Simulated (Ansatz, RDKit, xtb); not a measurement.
# C2H8Si2: ranking a sample of isomers, part 2 of 2

Which of a sample of isomers of C2H8Si2 is the most stable in the gas at 298.15 K, and what are its properties? The sample is small against all isomers, and the most stable one of this formula need not be in it.

xtb, Ansatz and PySCF; isolated molecules. Earlier steps stand in the parts before.

**7. Vibrations and thermal terms**

The lowest few in one piece go on as finalists. Harmonic vibrations at B3LYP/def2-SVP test each finalist and give the zero-point energy and the thermal terms. The first, c683a:

File input.yaml:

```yaml
crystal:
  periodic: [false, false, false]
  atoms:
    - symbol: C
      position_ang: [-0.996319, 1.019239, -1.378146]
    - symbol: C
      position_ang: [-0.218409, 1.090739, -0.279679]
    - symbol: Si
      position_ang: [0.623793, -0.468431, 0.365722]
    - symbol: Si
      position_ang: [0.012006, 2.748513, 0.589551]
    - symbol: H
      position_ang: [-1.164120, 0.079648, -1.921674]
    - symbol: H
      position_ang: [-1.509085, 1.896282, -1.795609]
    - symbol: H
      position_ang: [2.107867, -0.298300, 0.378559]
    - symbol: H
      position_ang: [0.194686, -0.757101, 1.767191]
    - symbol: H
      position_ang: [0.268154, -1.626277, -0.506854]
    - symbol: H
      position_ang: [1.456167, 3.129063, 0.623430]
    - symbol: H
      position_ang: [-0.758677, 3.803159, -0.133113]
    - symbol: H
      position_ang: [-0.463567, 2.672170, 2.003622]
basis:
  gaussian: {orbitals: def2-SVP}
hamiltonian: {xc: {name: B3LYP}}
scf: {lower_state_search: "off"}
phonons: {}
```

Started as:

```bash
$ ansatz run input.yaml --threads 2 --pin off --max-ram 5220MiB --events-out events.jsonl --progress --plain --runs-dir runs
```

The log of the run, cut to the lines that bear on the results:

```text
Warning: RAYON_NUM_THREADS=2 ignored (pool sized by the plan → 2); use --threads N
Functional definition: B3LYP
  name "B3LYP"
[...]
1126 factors; integrals over basis functions are off by at most 2.9e-4 eV
[...]
mean field -17953.46047272 eV, -659.7775030800 hartree, gradient 3.0e-6 eV, S^2 0.000000; 0 other end points of the search recorded, 0 dependent functions left out
[...]
reference -17953.46076454 eV, -659.7775138040 hartree; 24, 24 occupied and 80, 80 virtual orbitals, 1126 factors
[...]
1126 factors; integrals over basis functions are off by at most 2.9e-4 eV
mean field -17953.46036232 eV, -659.7774990228 hartree, gradient 8.1e-7 eV, S^2 0.000000; 0 other end points of the search recorded, 0 dependent functions left out
[...]
reference -17953.46065412 eV, -659.7775097460 hartree; 24, 24 occupied and 80, 80 virtual orbitals, 1126 factors
[...]
Atom 6 at     2.107867    -0.298300     0.378559 Å, force    -0.000061    -0.000049     0.000066 eV/Å
Atom 7 at     0.194686    -0.757101     1.767191 Å, force    -0.000045     0.000011     0.000005 eV/Å
Atom 8 at     0.268154    -1.626277    -0.506854 Å, force     0.000032     0.000004     0.000029 eV/Å
Atom 9 at     1.456167     3.129063     0.623430 Å, force    -0.000047     0.000087    -0.000120 eV/Å
Atom 10 at    -0.758677     3.803159    -0.133113 Å, force    -0.000109    -0.000043     0.000105 eV/Å
Atom 11 at    -0.463567     2.672170     2.003622 Å, force     0.000164    -0.000016     0.000047 eV/Å
Dipole moment:    -0.097788    -0.008985    -0.138104 e Å
Vibrations: 86.00 118.98 178.16 273.80 295.68 489.30 545.01 597.96 703.90 728.18 755.61 837.42 920.56 942.67 944.89 952.48 957.96 965.84 1004.72 1144.57 1432.73 1640.95 2209.20 2211.06 2214.65 2218.45 2219.05 2221.92 3088.22 3170.49 cm⁻¹, zero-point energy 2.236081 eV
Checks for a lower state left out: stability, starts, cluster_reference, orbital_swaps, neighbouring_geometries, increment
```

Run time: 4.1 min. Hardware: 2 threads of Intel Xeon at 2.50GHz (Skylake/Cascade Lake), shared host; peak memory 0.21 GiB.

**8. Thermal terms of the finalists**

At 298.15 K and 1 atm, ideal gas, rigid rotor and harmonic oscillator:

```
label             SMILES     spin  point group  lowest mode (cm⁻¹)  zero-point (kcal/mol)  G − E (kcal/mol)
c683a  C=C([SiH3])[SiH3]  singlet          C2v                  86                   51.6              32.6
c424a  [SiH3]/C=C/[SiH3]  singlet          C2h                 102                   51.4              32.4
c540a  [SiH3]/C=C\[SiH3]  singlet          C2v                  24                   51.3              31.4
```

**9. Energies at the top level**

Single points at CCSD(T)/def2-SVP + MP2/def2-TZVPP - MP2/def2-SVP on the refined geometries decide the order.

c683a, CCSD(T)/def2-SVP:

Edit input.yaml of step 7 so:

```diff
@@ -29,4 +29,2 @@
   gaussian: {orbitals: def2-SVP}
-hamiltonian: {xc: {name: B3LYP}}
-scf: {lower_state_search: "off"}
-phonons: {}
+correlation: {method: ccsd_t, frozen_orbitals: {Si: 5, C: 1, H: 0}}
```

Started as:

```bash
$ ansatz run input.yaml --threads 2 --pin off --max-ram 5220MiB --events-out events.jsonl --progress --plain --runs-dir runs
```

The log of the run, cut to the lines that bear on the results:

```text
Warning: RAYON_NUM_THREADS=2 ignored (pool sized by the plan → 2); use --threads N
Functional definition: HF
  name "HF"
[...]
1036 factors; integrals over basis functions are off by at most 1.2e-3 eV
[...]
mean field -17904.82844892 eV, -657.9903091693 hartree, gradient 1.5e-6 eV, S^2 0.000000; 0 other end points of the search recorded, 0 dependent functions left out; unrestricted orbitals would lower it
12 core orbitals not correlated: weight in the atoms' cores, before any rotation towards them, 1.000 or more for the frozen orbitals, at most 0.000 for the correlated occupied ones
reference -17904.82844892 eV, -657.9903091693 hartree; 12, 12 occupied and 80, 80 virtual orbitals, 1036 factors
second order -12.84011530 eV of doubles, -0.00000000 eV of singles
cycle   1  -13.99389794 eV  change    -1.2e0 eV  update   9.5e-2
[...]
cycle   9  -14.60935873 eV  change    6.0e-6 eV  update   1.0e-5
perturbative correction -0.48463174 eV, -0.0178098878 hartree
Total energy: -17919.92243939 eV, -658.5450030878 hartree
```

Wall time 8.7 s (2 threads of Intel Xeon at 2.50GHz (Skylake/Cascade Lake), shared host); peak memory 0.42 GiB.

**10. c683a at MP2/def2-TZVPP**

File input.yaml:

```yaml
crystal:
  periodic: [false, false, false]
  atoms:
    - {symbol: C, position_ang: [-0.996319, 1.019239, -1.378146]}
    - {symbol: C, position_ang: [-0.218409, 1.090739, -0.279679]}
    - {symbol: Si, position_ang: [0.623793, -0.468431, 0.365722]}
    - {symbol: Si, position_ang: [0.012006, 2.748513, 0.589551]}
    - {symbol: H, position_ang: [-1.164120, 0.079648, -1.921674]}
    - {symbol: H, position_ang: [-1.509085, 1.896282, -1.795609]}
    - {symbol: H, position_ang: [2.107867, -0.298300, 0.378559]}
    - {symbol: H, position_ang: [0.194686, -0.757101, 1.767191]}
    - {symbol: H, position_ang: [0.268154, -1.626277, -0.506854]}
    - {symbol: H, position_ang: [1.456167, 3.129063, 0.623430]}
    - {symbol: H, position_ang: [-0.758677, 3.803159, -0.133113]}
    - {symbol: H, position_ang: [-0.463567, 2.672170, 2.003622]}
basis:
  gaussian: {orbitals: def2-TZVPP}
magnetization: {spin_polarized: false, initial_magnetization: 0}
correlation: {method: mp2, frozen_orbitals: {Si: 5, C: 1, H: 0}}
```

Started as:

```bash
$ ansatz run input.yaml --threads 2 --pin off --max-ram 5220MiB --events-out events.jsonl --progress --plain --runs-dir runs
```

The log of the run:

```text
Warning: RAYON_NUM_THREADS=2 ignored (pool sized by the plan → 2); use --threads N
Functional definition: HF
  name "HF"
  exchange = exact_x
  correlation = 0
1470 factors; integrals over basis functions are off by at most 9.0e-4 eV
mean field evaluation 1: about -17909.5152 eV, gradient 2.9e1 eV
mean field evaluation 2: about -17909.7480 eV, gradient 2.9e1 eV
mean field evaluation 4: about -17912.7184 eV, gradient 3.9e0 eV
mean field evaluation 8: about -17912.7759 eV, gradient 2.7e-1 eV
mean field -17912.77607666 eV, -658.2823791014 hartree, gradient 1.7e-6 eV, S^2 0.000000; 0 other end points of the search recorded, 0 dependent functions left out
12 core orbitals not correlated: weight in the atoms' cores, before any rotation towards them, 1.000 or more for the frozen orbitals, at most 0.000 for the correlated occupied ones
reference -17912.77607666 eV, -658.2823791014 hartree; 12, 12 occupied and 234, 234 virtual orbitals, 1470 factors
second order -15.82330774 eV of doubles, -0.00000000 eV of singles
Total energy: -17928.59938440 eV, -658.8638749354 hartree
```

Run time: 13 s. Hardware: 2 threads of Intel Xeon at 2.50GHz (Skylake/Cascade Lake), shared host; peak memory 0.61 GiB.

**11. c424a at CCSD(T)/def2-SVP**

File input.yaml:

```yaml
crystal:
  periodic: [false, false, false]
  atoms:
    - {symbol: C, position_ang: [0.224621, 0.704750, -0.508485]}
    - {symbol: C, position_ang: [-0.277412, 1.500573, 0.456794]}
    - {symbol: Si, position_ang: [-0.782374, -0.042928, -1.910163]}
    - {symbol: Si, position_ang: [0.729634, 2.248187, 1.858476]}
    - {symbol: H, position_ang: [-0.251660, 0.402288, -3.233935]}
    - {symbol: H, position_ang: [-0.707134, -1.534652, -1.873493]}
    - {symbol: H, position_ang: [-2.205708, 0.384109, -1.778686]}
    - {symbol: H, position_ang: [1.299970, 0.470444, -0.482242]}
    - {symbol: H, position_ang: [-1.352758, 1.734890, 0.430553]}
    - {symbol: H, position_ang: [2.153208, 1.822211, 1.726153]}
    - {symbol: H, position_ang: [0.653330, 3.739878, 1.822693]}
    - {symbol: H, position_ang: [0.199815, 1.801836, 3.182230]}
basis:
  gaussian: {orbitals: def2-SVP}
correlation: {method: ccsd_t, frozen_orbitals: {Si: 5, C: 1, H: 0}}
```

Started as:

```bash
$ ansatz run input.yaml --threads 2 --pin off --max-ram 5220MiB --events-out events.jsonl --progress --plain --runs-dir runs
```

The log of the run, cut to the lines that bear on the results:

```text
Warning: RAYON_NUM_THREADS=2 ignored (pool sized by the plan → 2); use --threads N
Functional definition: HF
  name "HF"
[...]
1034 factors; integrals over basis functions are off by at most 1.2e-3 eV
[...]
mean field -17904.80049260 eV, -657.9892817935 hartree, gradient 1.7e-6 eV, S^2 0.000000; 0 other end points of the search recorded, 0 dependent functions left out; unrestricted orbitals would lower it
12 core orbitals not correlated: weight in the atoms' cores, before any rotation towards them, 1.000 or more for the frozen orbitals, at most 0.000 for the correlated occupied ones
reference -17904.80049260 eV, -657.9892817935 hartree; 12, 12 occupied and 80, 80 virtual orbitals, 1034 factors
second order -12.79776045 eV of doubles, -0.00000000 eV of singles
cycle   1  -13.97056702 eV  change    -1.2e0 eV  update   9.5e-2
[...]
cycle   8  -14.58492563 eV  change   -2.8e-5 eV  update   2.2e-5
perturbative correction -0.47841784 eV, -0.0175815312 hartree
Total energy: -17919.86383607 eV, -658.5428494556 hartree
```

Run time: 9.3 s. Hardware: 2 threads of Intel Xeon at 2.50GHz (Skylake/Cascade Lake), shared host; peak memory 0.42 GiB.

For c683a, c424a, c540a the log finds that unrestricted Hartree-Fock orbitals lie lower, a sign to watch the closed-shell reference there.

**12. Putting it together**

Energies in kcal/mol from c683a; G adds the thermal terms to the CCSD(T)/def2-SVP + MP2/def2-TZVPP - MP2/def2-SVP energy. The columns left of the relaxed level are at the tight-binding geometries.

```csv
label,SMILES,spin,GFN2-xTB,HF/STO-3G,r2SCAN-D4/def2-SVP,B3LYP/def2-SVP,HF/def2-SVP,MP2/def2-SVP,CCSD(T)/def2-SVP + MP2/def2-TZVPP - MP2/def2-SVP,G,share at equilibrium,T1
c683a,C=C([SiH3])[SiH3],singlet,0.0,0.0,0.0,0.0,0.0,0.0,0.0,0.0,88.2 %,0.012
c424a,[SiH3]/C=C/[SiH3],singlet,-1.0,-1.6,1.0,0.1,0.6,1.6,1.4,1.2,11.2 %,0.012
c540a,[SiH3]/C=C\[SiH3],singlet,0.3,1.2,3.7,2.8,4.1,4.7,4.2,3.0,0.5 %,0.012
```

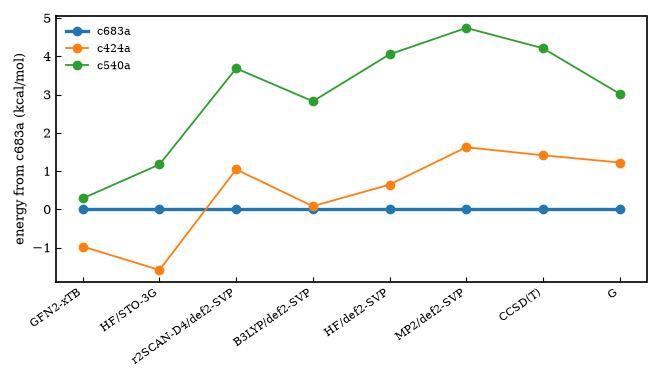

The finalists at each level, measured from c683a.

Lowest found: c683a, `C=C([SiH3])[SiH3]`, a singlet of point group C2v. Bond lengths: C1–C2 1.348 Å, C2–Si3 1.886 Å, C2–Si4 1.886 Å, C1–H5 1.098 Å, C1–H6 1.098 Å, Si3–H7 1.494 Å, Si3–H8 1.494 Å, Si3–H9 1.493 Å, Si4–H10 1.494 Å, Si4–H11 1.493 Å, Si4–H12 1.494 Å. Some angles: C1–C2–Si3 119.5°, C1–C2–Si4 119.5°, Si3–C2–Si4 121.0°, C2–C1–H5 122.5°, C2–C1–H6 122.5°, C2–Si3–H7 110.6°, C2–Si3–H8 110.6°, C2–Si3–H9 109.6°, C2–Si4–H10 110.6°, C2–Si4–H11 109.6°.

```xyz
12

C    -0.9963    1.0192   -1.3781
C    -0.2184    1.0907   -0.2797
Si    0.6238   -0.4684    0.3657
Si    0.0120    2.7485    0.5896
H    -1.1641    0.0796   -1.9217
H    -1.5091    1.8963   -1.7956
H     2.1079   -0.2983    0.3786
H     0.1947   -0.7571    1.7672
H     0.2682   -1.6263   -0.5069
H     1.4562    3.1291    0.6234
H    -0.7587    3.8032   -0.1331
H    -0.4636    2.6722    2.0036
```

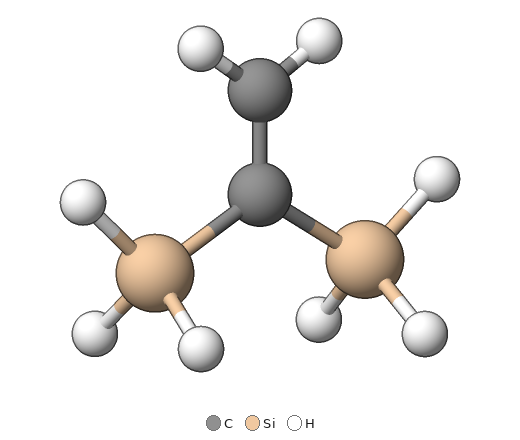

The lowest structure found, seen from a chosen angle (carbon grey, silicon light orange, hydrogen white).

**13. Summary of results**

The summary covers parts 1 to 2.

| quantity | value |
| --- | --- |
| lowest structure found | C=C([SiH3])[SiH3], singlet, C2v |
| next finalist | [SiH3]/C=C/[SiH3], singlet, 1.2 kcal/mol higher in G |
| share at equilibrium, among the finalists | 88.2 % |
| funnel | 3 starts, 3 minima at GFN2-xTB, 5 screening runs, 3 relaxed, 3 ranked |
| CPU time of all runs | 32 min |
| harmonic wavenumbers, lowest and highest (B3LYP/def2-SVP) | 86 and 3170 cm⁻¹ |
| rotational constants, same geometry | 0.2123, 0.09031, 0.06627 cm⁻¹ |

**Reading.** `C=C([SiH3])[SiH3]` comes out lowest. Its margin of 1.2 kcal/mol is inside the likely error of CCSD(T)/def2-SVP + MP2/def2-TZVPP - MP2/def2-SVP with harmonic terms (about 1.5 kcal/mol), so the order of the first two is not settled. r2SCAN-D4/def2-SVP, B3LYP/def2-SVP, HF/def2-SVP and MP2/def2-SVP already put its bonding pattern lowest among the structures in one piece; GFN2-xTB and HF/STO-3G favour the singlet [SiH3]/C=C/[SiH3]. The largest share of the time went into the vibrations (72 %). The search is not exhaustive (a finite list of starts, one conformer a finalist), so a lower isomer can't be ruled out. Only 3 drawn patterns were tried, so whole families of isomers are missing, and the result ranks this sample alone. The lowest isomer need not be the one that is made and kept in a bottle, which depends on barriers.
